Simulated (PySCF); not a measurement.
# C10H14O2: the cost of one run

Computed with PySCF 2.14.0 and routines of our own; the level stands in each step. Atoms count from 0.

## (1) The starting structure

26 atoms, charge 0, multiplicity 1; geometry from: GFN2-xTB.

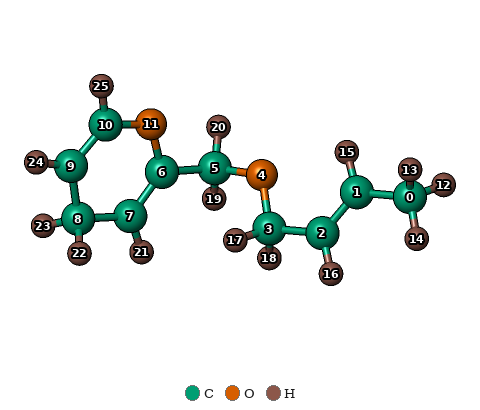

The starting geometry (carbon teal, oxygen orange, hydrogen brown).

## (2) Magnetic properties: GIAO B3LYP/pcSseg-1

What the job is given:

```
{"job": {"kind": "mag", "xc": "B3LYP", "basis": "pcSseg-1", "isotopologues": 0}, "charge": 0, "multiplicity": 1}
C      4.680174     0.639030     0.210092
C      3.287990     0.236512    -0.142064
C      2.495182    -0.481458     0.633923
C      1.099121    -0.895327     0.279734
O      0.757870    -0.444782    -1.009967
C     -0.505876    -0.872950    -1.458954
C     -1.657869    -0.228295    -0.725436
C     -2.340410    -0.806382     0.256435
C     -3.472831    -0.131899     0.979587
C     -3.621572     1.270835     0.462394
C     -2.874141     1.740123    -0.523227
O     -1.900975     1.043777    -1.176349
H      5.378818     0.258593    -0.534675
H      4.767187     1.725197     0.217309
H      4.964500     0.256271     1.187551
H      2.922835     0.563908    -1.104535
H      2.823407    -0.826525     1.606259
H      0.396689    -0.493490     1.029893
H      1.023601    -1.997446     0.324084
H     -0.592072    -1.967164    -1.378919
H     -0.545427    -0.576813    -2.510103
H     -2.092689    -1.812698     0.556167
H     -3.281458    -0.124080     2.060964
H     -4.405666    -0.693907     0.832116
H     -4.366561     1.900667     0.919797
H     -2.960875     2.740916    -0.919113
```

Level: GIAO B3LYP/pcSseg-1 magnetisability, rotational g tensor and spin-rotation constants, non-relativistic, gas phase.

Started as:

```
$ OMP_NUM_THREADS=1 python excited_run.py task.json out
```

This one command runs all jobs of the session in turn.

Q: Estimate the wall time and peak memory of this first job on 1 thread of Intel Xeon at 2.50GHz, shared host.

About 3.9 min, with a peak of 1.4 GiB.
